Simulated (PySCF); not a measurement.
SMILES C(C)CC#C, singlet at its GFN2-xTB optimised geometry (Å):

```
13

C      1.6236    -1.3012     0.0012
C      0.4274    -1.3244     0.0000
C     -1.0214    -1.3244     0.0000
C     -1.5863     0.1011     0.0000
C     -1.2336     0.8472    -1.2802
H      2.6724    -1.2930     0.0044
H     -1.3755    -1.8611    -0.8855
H     -1.3712    -1.8613     0.8871
H     -1.1879     0.6437     0.8602
H     -2.6724     0.0490     0.1077
H     -1.6257     1.8613    -1.2523
H     -0.1535     0.8949    -1.4016
H     -1.6540     0.3403    -2.1471
```

Computed with PySCF 2.14.0 with PBE/def2-TZVP.

Map of the log10 of the electron density (e/bohr³), floored at −4 on the plane z = 1.5 Å:

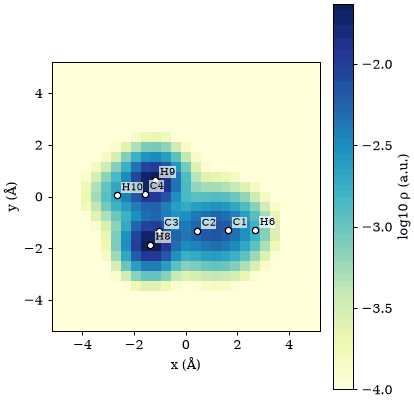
Log10 of the electron density (e/bohr³), floored at −4 on the plane z = 1.5 Å.
